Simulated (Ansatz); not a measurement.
**Geometry relaxation, with input and output: AlH₂S₂Br (part 1 of 2)**

AlH₂S₂Br, computed with UKS LDA/def2-SVP (Ansatz 0.2.0).

It belongs to a series of runs on one base structure; here: end point B relaxed.

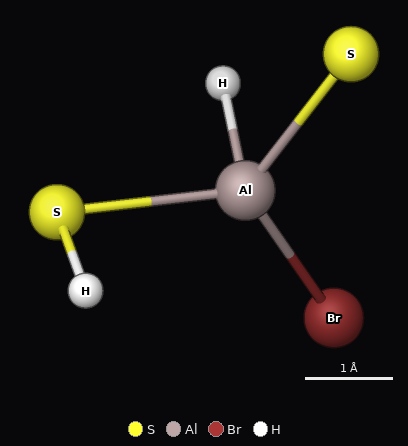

Fig. 1: The input geometry (ball-and-stick view, seen at an oblique angle). Sticks mark near contacts. Bond lengths as drawn: Al–Br 2.37 Å, Al–H 1.54 Å, Al–S 2.22 to 2.25 Å and H–S 1.44 Å.

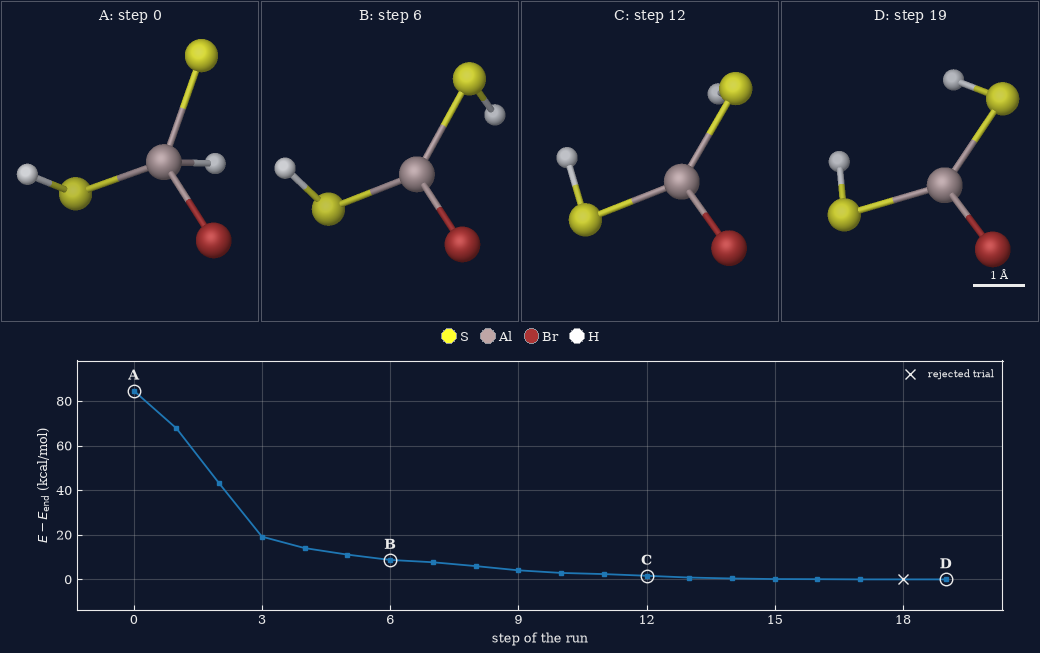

Fig. 2: Frames of the relaxation (ball-and-stick view, seen at a tilt) above the curves, on which the letters mark them (the first geometry is step 0 here and step 1 in the log).

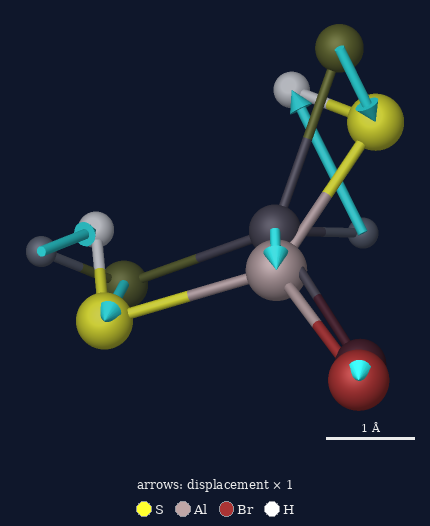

Fig. 3: Start (faint) and end (solid) with the displacements as teal arrows, at true length (ball-and-stick view, seen at a tilt). The two geometries are laid on each other by the best rigid fit. Over 19 geometry steps the energy falls by 84.7 kcal/mol. The largest force component goes from 1.7 to 0.019 eV/Å. The line search rejected the trial step at point 18 (counted from 0) and went back. H5 moves most after the best rigid fit: 1.85 Å. By element the largest moves are H 1.85 Å, S 1.02 Å, Al 0.54 Å, Br 0.40 Å. Among the contacts that change: Al2–H5 1.540 → 2.634 Å, S1–H5 2.406 → 1.367 Å, Al2–Br4 2.366 → 2.233 Å, Al2–S3 2.253 → 2.170 Å. New bonds form: S1–H5 (2.41 → 1.37 Å). Bonds break: Al2–H5 (1.54 → 2.63 Å). Among the angles that change: S1–Al2–S3 120.0° → 125.7°, S1–Al2–Br4 119.6° → 117.2°. (Atoms are counted from 1 in the order of the input.)

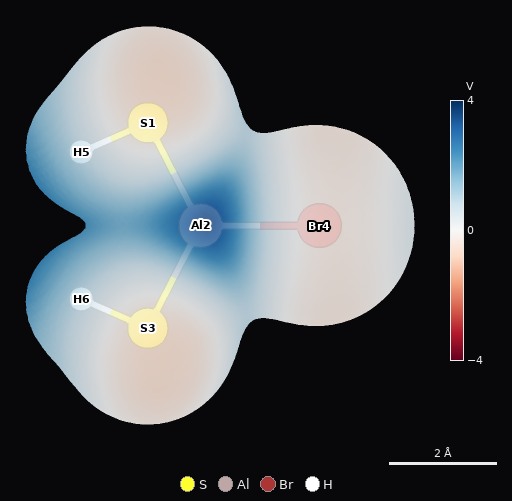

Fig. 4: The electrostatic potential painted on the density surface at 0.004 e/bohr³, seen face on; the colour scale runs from red (negative) to blue (positive). A positive charge is drawn to the negative regions and a negative charge to the positive ones.

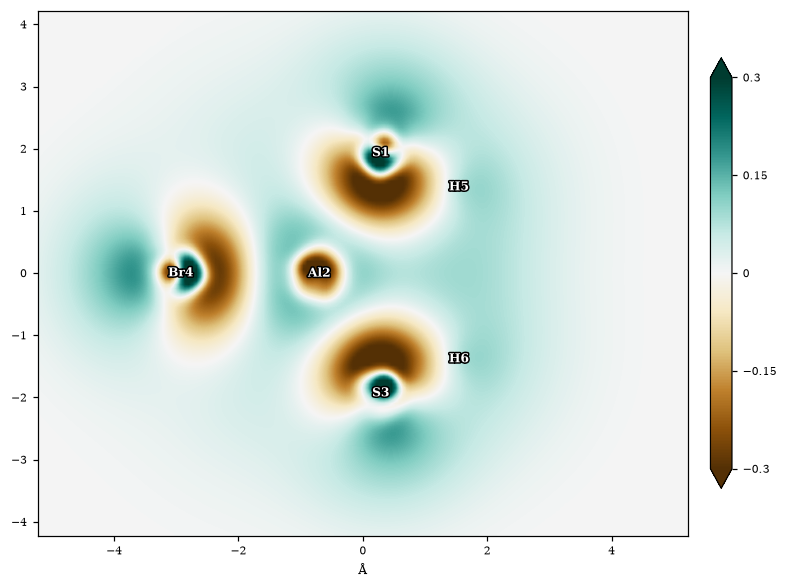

Fig. 5: One frontier orbital on the molecular plane (values in Å⁻³ᐟ²; the overall sign is arbitrary). The LUMO (β), at −1.71 eV. By Hirshfeld shares it lies mainly on Al2 (40 %), S1 (15 %), S3 (15 %) and Br4 (15 %); it is symmetric in the molecular plane (σ or in-plane lone-pair type).

The input that produced these results follows, with the program's output.

The input:
```yaml
crystal:
  periodic: [false, false, false]
  atoms:
    - { symbol: S, position_ang: [-0.0077, 1.7224, -1.1278] }
    - { symbol: Al, position_ang: [-0.0054, -0.3069, -0.2212] }
    - { symbol: S, position_ang: [-0.0165, -0.5411, 2.02] }
    - { symbol: Br, position_ang: [0.1106, -2.2114, -1.621] }
    - { symbol: H, position_ang: [-1.50553, 0.03288, -0.29702] }
    - { symbol: H, position_ang: [1.4224, -0.4978, 2.0727] }
magnetization:
  spin_polarized: true
basis:
  gaussian: { orbitals: def2-SVP }
hamiltonian:
  xc: lda
relax:
  f_tol: 0.02
  max_steps: 50
output:
  orbitals: {}
```

Launch command:
```bash
ansatz run input.yaml --threads 2 --pin off --max-ram 3072MiB --backend cpu --events-out ev --progress --plain --runs-dir out
```

The program's output:
```
The last accepted step is kept in [file] (removed where the run ends without a failure and the disk answers)
Engine: ansatz 0.2.0, aarch64-unknown-linux-gnu
Functional definition: SPW92
  exchange = slater_x
  correlation = pw_c
1064 factors; their error is unknown
mean field evaluation 1: about -98127.3732 eV, gradient 1.5e1 eV
mean field evaluation 2: about -98098.8261 eV, gradient 5.0e1 eV
mean field evaluation 4: about -98124.4878 eV, gradient 1.7e1 eV
mean field evaluation 8: about -98129.2222 eV, gradient 1.6e-1 eV
mean field evaluation 16: about -98129.2663 eV, gradient 5.5e-1 eV
mean field evaluation 32: about -98129.3397 eV, gradient 1.1e-5 eV
mean field evaluation 64: about -98129.3290 eV, gradient 2.6e-1 eV
mean field evaluation 96: about -98128.8802 eV, gradient 2.1e0 eV
mean field -98129.33969330 eV, -3606.1867192732 hartree, gradient 1.1e-5 eV, S^2 0.636384; 9 other end points of the search recorded, 0 dependent functions left out
the calculation of the forces begins
reference -98129.33972478 eV, -3606.1867204302 hartree; 41, 41 occupied and 55, 55 virtual orbitals, 1064 factors
relax step   1: F+E_penalty+E_count = -98129.33969330 eV  Δ(F+E_penalty+E_count) = +0.000e0 eV  max|allowed force component| = 1.719e0 eV/Å  Δτ_max = 0.0000 Å  (358 SCF iters, accepted)
these checks for a lower state are left out or cut short: starts, cluster_reference, orbital_swaps, neighbouring_geometries, increment
1064 factors; their error is unknown
mean field -98130.07385334 eV, -3606.2136991571 hartree, gradient 9.7e-6 eV, S^2 0.130368; 0 other end points of the search recorded, 0 dependent functions left out
[... from here on the field's lines of each further geometry are left out, up to the last ...]
relax step   2: F+E_penalty+E_count = -98130.07385334 eV  Δ(F+E_penalty+E_count) = -7.342e-1 eV  max|allowed force component| = 1.990e0 eV/Å  Δτ_max = 0.1948 Å  (59 SCF iters, accepted)
relax step   3: F+E_penalty+E_count = -98131.14315530 eV  Δ(F+E_penalty+E_count) = -1.069e0 eV  max|allowed force component| = 2.611e0 eV/Å  Δτ_max = 0.1962 Å  (35 SCF iters, accepted)
relax step   4: F+E_penalty+E_count = -98132.17973083 eV  Δ(F+E_penalty+E_count) = -1.037e0 eV  max|allowed force component| = 1.376e0 eV/Å  Δτ_max = 0.1943 Å  (29 SCF iters, accepted)
relax step   5: F+E_penalty+E_count = -98132.40220671 eV  Δ(F+E_penalty+E_count) = -2.225e-1 eV  max|allowed force component| = 1.223e0 eV/Å  Δτ_max = 0.1948 Å  (27 SCF iters, accepted)
relax step   6: F+E_penalty+E_count = -98132.52930895 eV  Δ(F+E_penalty+E_count) = -1.271e-1 eV  max|allowed force component| = 5.104e-1 eV/Å  Δτ_max = 0.1949 Å  (27 SCF iters, accepted)
relax step   7: F+E_penalty+E_count = -98132.63290639 eV  Δ(F+E_penalty+E_count) = -1.036e-1 eV  max|allowed force component| = 2.635e-1 eV/Å  Δτ_max = 0.2000 Å  (29 SCF iters, accepted)
relax step   8: F+E_penalty+E_count = -98132.67774998 eV  Δ(F+E_penalty+E_count) = -4.484e-2 eV  max|allowed force component| = 9.700e-1 eV/Å  Δτ_max = 0.1953 Å  (29 SCF iters, accepted)
relax step   9: F+E_penalty+E_count = -98132.75242099 eV  Δ(F+E_penalty+E_count) = -7.467e-2 eV  max|allowed force component| = 9.477e-1 eV/Å  Δτ_max = 0.1940 Å  (28 SCF iters, accepted)
relax step  10: F+E_penalty+E_count = -98132.83475889 eV  Δ(F+E_penalty+E_count) = -8.234e-2 eV  max|allowed force component| = 3.275e-1 eV/Å  Δτ_max = 0.1493 Å  (27 SCF iters, accepted)
relax step  11: F+E_penalty+E_count = -98132.88554089 eV  Δ(F+E_penalty+E_count) = -5.078e-2 eV  max|allowed force component| = 1.816e-1 eV/Å  Δτ_max = 0.1999 Å  (29 SCF iters, accepted)
relax step  12: F+E_penalty+E_count = -98132.90801926 eV  Δ(F+E_penalty+E_count) = -2.248e-2 eV  max|allowed force component| = 1.932e-1 eV/Å  Δτ_max = 0.0807 Å  (26 SCF iters, accepted)
relax step  13: F+E_penalty+E_count = -98132.94092754 eV  Δ(F+E_penalty+E_count) = -3.291e-2 eV  max|allowed force component| = 6.926e-1 eV/Å  Δτ_max = 0.1951 Å  (29 SCF iters, accepted)
relax step  14: F+E_penalty+E_count = -98132.97552354 eV  Δ(F+E_penalty+E_count) = -3.460e-2 eV  max|allowed force component| = 5.538e-1 eV/Å  Δτ_max = 0.1941 Å  (27 SCF iters, accepted)
relax step  15: F+E_penalty+E_count = -98132.99336383 eV  Δ(F+E_penalty+E_count) = -1.784e-2 eV  max|allowed force component| = 3.634e-1 eV/Å  Δτ_max = 0.1361 Å  (27 SCF iters, accepted)
relax step  16: F+E_penalty+E_count = -98133.00487710 eV  Δ(F+E_penalty+E_count) = -1.151e-2 eV  max|allowed force component| = 9.256e-2 eV/Å  Δτ_max = 0.2000 Å  (28 SCF iters, accepted)
relax step  17: F+E_penalty+E_count = -98133.00710975 eV  Δ(F+E_penalty+E_count) = -2.233e-3 eV  max|allowed force component| = 5.125e-2 eV/Å  Δτ_max = 0.1387 Å  (28 SCF iters, accepted)
relax step  18: F+E_penalty+E_count = -98133.01116268 eV  Δ(F+E_penalty+E_count) = -4.053e-3 eV  max|allowed force component| = 5.156e-3 eV/Å  Δτ_max = 0.0688 Å  (27 SCF iters, accepted)
relax step  19: F+E_penalty+E_count = -98133.01062763 eV  Δ(F+E_penalty+E_count) = +5.350e-4 eV  max|allowed force component| = 1.246e-1 eV/Å  Δτ_max = 0.0446 Å  (24 SCF iters, rejected (line search))
the calculation of the forces begins
reference -98133.01131720 eV, -3606.3216489631 hartree; 41, 41 occupied and 55, 55 virtual orbitals, 1064 factors
relax step  20: F+E_penalty+E_count = -98133.01128673 eV  Δ(F+E_penalty+E_count) = -1.240e-4 eV  max|allowed force component| = 1.867e-2 eV/Å  Δτ_max = 0.0195 Å  (25 SCF iters, accepted)
1064 factors; their error is unknown
mean field evaluation 256: about -98133.0113 eV, gradient 1.8e-3 eV
mean field -98133.01128673 eV, -3606.3216478431 hartree, gradient 3.2e-5 eV, S^2 0.000000; 1 other end points of the search recorded, 0 dependent functions left out
the calculation of the forces begins
reference -98133.01131720 eV, -3606.3216489631 hartree; 41, 41 occupied and 55, 55 virtual orbitals, 1064 factors
Total energy: -98133.01131720 eV, -3606.3216489631 hartree
Atom 0 at    -0.787933     0.925910    -1.160516 Å, force     0.001455     0.009711     0.017885 eV/Å
Atom 1 at     0.097102    -0.853453    -0.289099 Å, force    -0.003394     0.001955    -0.000717 eV/Å
Atom 2 at     0.704716    -1.080327     1.781480 Å, force     0.003116     0.002638     0.001830 eV/Å
Atom 3 at     0.406103    -2.604716    -1.640366 Å, force    -0.000105     0.001119     0.001194 eV/Å
Atom 4 at    -0.767069     1.615540     0.019759 Å, force     0.000639    -0.011078    -0.018672 eV/Å
Atom 5 at     0.344951     0.195127     2.114422 Å, force    -0.001711    -0.004345    -0.001519 eV/Å
Dipole moment:    -0.065694     0.381312     0.293607 e Å
```
